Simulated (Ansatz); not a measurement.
**C3H8Si2: geometry relaxation (part 2 of 2)**

Continued. System: C3H8Si2. Method: RKS BHLYP-D4/def2-SVP (Ansatz 0.2.0). It belongs to a series of runs on one base structure; here: end point A relaxed.

Geometry of the input (Å):
```
C  -1.0492  1.9890  -1.0211
C  -0.5422  0.9845  -0.5056
C  -0.0125  -0.0568  0.0090
Si 0.2811  -0.2333  1.8079
Si 0.6597  -1.4226  -1.0050
H  -1.8602  2.6016  -0.4958
H  -0.7856  2.3771  -2.0178
H  -0.3354  -1.5125  2.2681
H  -0.4758  0.8675  2.5869
H  1.6434  -0.2178  2.2181
H  0.5767  -1.0923  -2.4147
H  -0.1084  -2.6463  -0.7408
H  2.0287  -1.6729  -0.6744
```

## Trajectory as extended XYZ (Å, eV, eV/Å), 8 frames, from step=1 to step=8
```
13
Properties=species:S:1:pos:R:3:forces:R:3 step=1 energy=-18984.38576
C    -1.0492    1.9890   -1.0211   -3.6159   5.8361  -2.0431
C    -0.5422    0.9845   -0.5056    1.3571  -2.5514   1.2702
C    -0.0125   -0.0568    0.0090    1.0948  -1.3713   0.8749
Si    0.2811   -0.2333    1.8079   -1.4507   1.0567   1.2739
Si    0.6597   -1.4226   -1.0050   -1.5860  -0.7340  -0.3778
H    -1.8602    2.6016   -0.4958    0.5144  -1.5642  -1.0545
H    -0.7856    2.3771   -2.0178    0.7371   0.2572   0.8440
H    -0.3354   -1.5125    2.2681    0.1491   0.0579  -0.2509
H    -0.4758    0.8675    2.5869    0.5572  -0.6317  -0.5982
H     1.6434   -0.2178    2.2181    1.2632  -0.0498   0.3246
H     0.5767   -1.0923   -2.4147   -0.0332   0.1581  -0.6099
H    -0.1084   -2.6463   -0.7408   -0.0009  -0.4420  -0.0553
H     2.0287   -1.6729   -0.6744    1.0138  -0.0217   0.4020
13
Properties=species:S:1:pos:R:3:forces:R:3 step=2 energy=-18985.18809
C    -1.0899    2.0191   -1.0426   -0.7941   1.6796  -0.5834
C    -0.5389    0.9850   -0.4998    0.2708  -0.4299   0.1411
C     0.0214   -0.0610    0.0297    0.0225   0.0349   0.0100
Si    0.2912   -0.1999    1.8493   -0.4182   0.2537   0.5869
Si    0.6064   -1.4660   -1.0146   -0.3397  -0.2941  -0.2547
H    -1.9799    2.5060   -0.5839    0.1826  -0.9246  -0.8232
H    -0.6634    2.5093   -1.9430    0.1810   0.0283   1.0897
H    -0.3152   -1.5022    2.2499    0.1080   0.0942  -0.0597
H    -0.4553    0.8734    2.5754    0.2329  -0.1199  -0.1587
H     1.6924   -0.2166    2.2436    0.5161   0.0224   0.1769
H     0.5585   -1.0973   -2.4365   -0.1349  -0.0118  -0.2063
H    -0.1238   -2.7144   -0.7495   -0.0906  -0.2541  -0.0493
H     2.0170   -1.6704   -0.6632    0.2636  -0.0787   0.1309
13
Properties=species:S:1:pos:R:3:forces:R:3 step=3 energy=-18985.48044
C    -1.0772    2.0515   -1.0289   -0.6625   0.6033  -0.3248
C    -0.5308    0.9952   -0.4923    0.0435   0.0231  -0.0620
C     0.0217   -0.0620    0.0349   -0.0858   0.2368  -0.0856
Si    0.3012   -0.1852    1.8679   -0.0900  -0.0514   0.2285
Si    0.5839   -1.4820   -1.0257    0.0372  -0.0760  -0.1167
H    -2.0917    2.3917   -0.6954    0.7941  -0.6272  -0.7792
H    -0.5739    2.6002   -1.8570   -0.1570  -0.0435   1.1433
H    -0.3006   -1.4904    2.2553    0.0870   0.0647   0.0360
H    -0.4320    0.8857    2.5757    0.0871   0.0819   0.0049
H     1.7212   -0.2087    2.2575    0.1788   0.0484   0.0521
H     0.5305   -1.1077   -2.4528   -0.1253  -0.0486  -0.0669
H    -0.1406   -2.7386   -0.7621   -0.0950  -0.1274  -0.0302
H     2.0084   -1.6846   -0.6623   -0.0121  -0.0840   0.0007
13
Properties=species:S:1:pos:R:3:forces:R:3 step=4 energy=-18985.70842
C    -1.0640    2.0124   -1.0149   -0.4223   0.6547  -0.3407
C    -0.5085    0.9645   -0.4812    0.0302   0.0115  -0.0284
C     0.0511   -0.0865    0.0477   -0.0519   0.0832  -0.0356
Si    0.2943   -0.1574    1.8892   -0.0729  -0.0432   0.5342
Si    0.5752   -1.4853   -1.0594    0.2516  -0.3003  -0.3273
H    -2.1246    2.2586   -0.8143    0.5685  -0.3965  -0.4604
H    -0.4987    2.6813   -1.6903   -0.2096  -0.1831   0.7726
H    -0.2980   -1.4334    2.3773    0.0910   0.0226  -0.1058
H    -0.4491    0.9356    2.5549    0.0619   0.0958  -0.0855
H     1.7057   -0.1292    2.3295    0.1028   0.0119  -0.0910
H     0.4808   -1.0864   -2.4791   -0.1823   0.0344  -0.0257
H    -0.1591   -2.7496   -0.8339   -0.0982   0.0041   0.0586
H     2.0152   -1.7594   -0.8107   -0.0686   0.0049   0.1349
13
Properties=species:S:1:pos:R:3:forces:R:3 step=5 energy=-18985.86333
C    -1.0514    1.9877   -1.0019   -0.2680   0.5406  -0.2983
C    -0.4939    0.9406   -0.4712    0.0813  -0.1489   0.0769
C     0.0651   -0.1120    0.0596   -0.1193   0.2333  -0.1146
Si    0.2971   -0.1375    1.9142   -0.1463  -0.1719   0.1442
Si    0.5697   -1.4975   -1.0890    0.2434  -0.0534  -0.0089
H    -2.1403    2.1327   -0.9635    0.4315  -0.1723  -0.1839
H    -0.4501    2.7553   -1.5110   -0.2320  -0.2379   0.4161
H    -0.2780   -1.4177    2.4078    0.0824   0.0535   0.0262
H    -0.4563    0.9820    2.5259    0.0913   0.0127  -0.0378
H     1.7188   -0.0851    2.3252    0.0328   0.0207  -0.0493
H     0.4302   -1.0548   -2.4942   -0.0939  -0.0324   0.0221
H    -0.1963   -2.7435   -0.8541   -0.0428   0.0180   0.0105
H     2.0056   -1.7851   -0.8331   -0.0602  -0.0620  -0.0031
13
Properties=species:S:1:pos:R:3:forces:R:3 step=6 energy=-18985.92273
C    -1.0631    2.0135   -1.0140   -0.0073   0.0190  -0.0120
C    -0.5066    0.9648   -0.4829    0.0807  -0.1637   0.0721
C     0.0495   -0.0876    0.0465    0.1437  -0.2932   0.1303
Si    0.2881   -0.1592    1.9168   -0.0638   0.1447  -0.1843
Si    0.5897   -1.5029   -1.0802   -0.1139   0.2289   0.0211
H    -2.1399    2.0593   -1.1424   -0.0125   0.0533  -0.0385
H    -0.4572    2.8542   -1.3373   -0.0428   0.0518  -0.0071
H    -0.2274   -1.4419    2.4530    0.0078  -0.0072  -0.0402
H    -0.4390    0.9700    2.5358   -0.0068  -0.0058   0.0323
H     1.7262   -0.0602    2.2644    0.0015  -0.0371  -0.0354
H     0.4250   -1.0818   -2.4882    0.0159  -0.0206  -0.0191
H    -0.2333   -2.7111   -0.8309    0.0127   0.0162   0.0449
H     2.0083   -1.8520   -0.8259   -0.0151   0.0137   0.0358
13
Properties=species:S:1:pos:R:3:forces:R:3 step=7 energy=-18985.92970
C    -1.0617    2.0055   -1.0104   -0.0226   0.0335  -0.0199
C    -0.5047    0.9550   -0.4795   -0.0165   0.0345  -0.0155
C     0.0518   -0.0966    0.0503   -0.0105   0.0378  -0.0187
Si    0.2814   -0.1523    1.9092    0.0124  -0.0754  -0.0119
Si    0.5894   -1.4896   -1.0815    0.0344  -0.0365   0.0606
H    -2.1379    2.0535   -1.1554    0.0312   0.0000   0.0100
H    -0.4644    2.8584   -1.3225   -0.0143  -0.0304   0.0095
H    -0.2641   -1.4276    2.4314   -0.0190  -0.0020   0.0240
H    -0.4116    0.9903    2.5407   -0.0030   0.0127  -0.0025
H     1.7241   -0.1138    2.2469    0.0113   0.0162  -0.0051
H     0.4093   -1.0941   -2.4942   -0.0056   0.0109  -0.0073
H    -0.2036   -2.7088   -0.7961   -0.0187  -0.0031  -0.0055
H     2.0124   -1.8147   -0.8242    0.0209   0.0016  -0.0177
13
Properties=species:S:1:pos:R:3:forces:R:3 step=8 energy=-18985.93065
C    -1.0643    2.0073   -1.0112    0.0011  -0.0010   0.0021
C    -0.5064    0.9570   -0.4806    0.0018  -0.0103   0.0005
C     0.0512   -0.0949    0.0488   -0.0041   0.0059  -0.0017
Si    0.2781   -0.1587    1.9084    0.0064   0.0053  -0.0061
Si    0.5964   -1.4898   -1.0783   -0.0065   0.0019   0.0030
H    -2.1398    2.0549   -1.1548    0.0029   0.0021  -0.0027
H    -0.4664    2.8591   -1.3222   -0.0041   0.0018   0.0025
H    -0.2868   -1.4225    2.4400   -0.0031   0.0023  -0.0025
H    -0.3980    0.9972    2.5355   -0.0017   0.0000   0.0039
H     1.7223   -0.1323    2.2425    0.0024  -0.0063   0.0014
H     0.4016   -1.0964   -2.4903    0.0027  -0.0018  -0.0047
H    -0.1923   -2.7109   -0.7870    0.0031  -0.0038   0.0029
H     2.0250   -1.8049   -0.8362   -0.0010   0.0039   0.0014
```

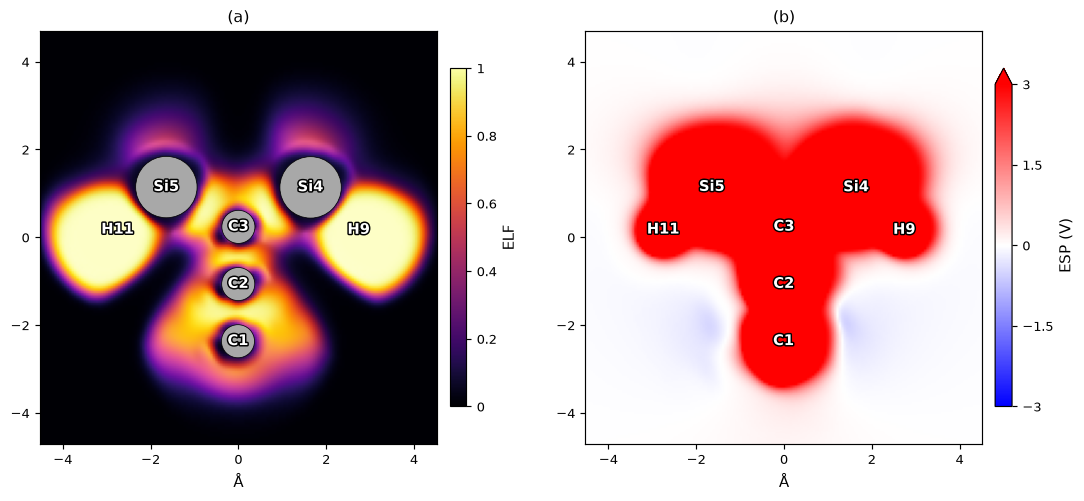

Fig. 1: (a) ELF; (b) electrostatic potential on the plane of atoms Si4, C3 and Si5. Grey discs, where drawn, cover atomic cores. Atoms in the plane: C, Si and H. C–C (1.30 Å): the ELF peaks at about 0.90 between the atoms; a multiple bond by its length, whose ELF region spreads away from the axis. Si–H (1.48 Å): the ELF climbs to about 1 towards the hydrogen, as it does in any bond to H.

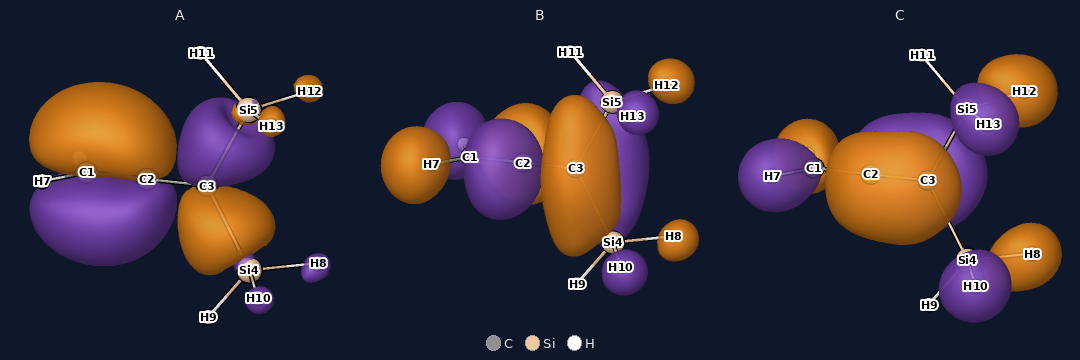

Fig. 2: Three frontier orbitals at ±0.08 Å⁻³ᐟ² (orange and purple are the two phases). C is the HOMO−1 (−8.88 eV). A is the HOMO (−8.23 eV). B is the LUMO (0.74 eV). It lies mainly on C2 (30 %), C3 (20 %), C1 (10 %), Si4 (10 %) and Si5 (10 %). The HOMO–LUMO gap is 8.97 eV between the orbital energies.

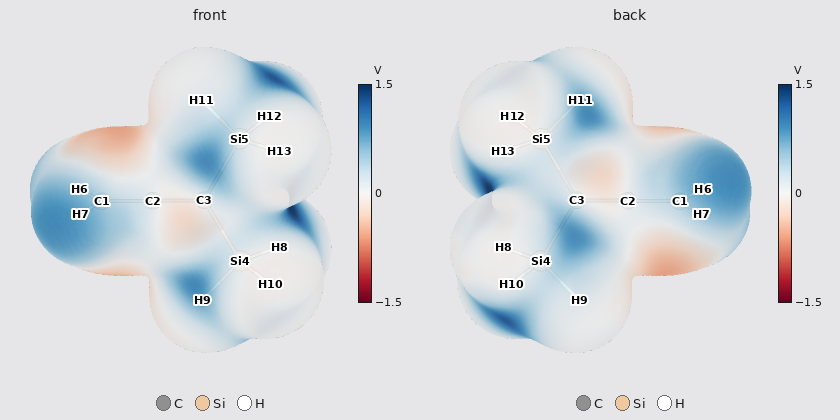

Fig. 3: The electrostatic potential painted on the density surface at 0.002 e/bohr³, seen at a tilt and from behind; the colour scale runs from red (negative) to blue (positive).
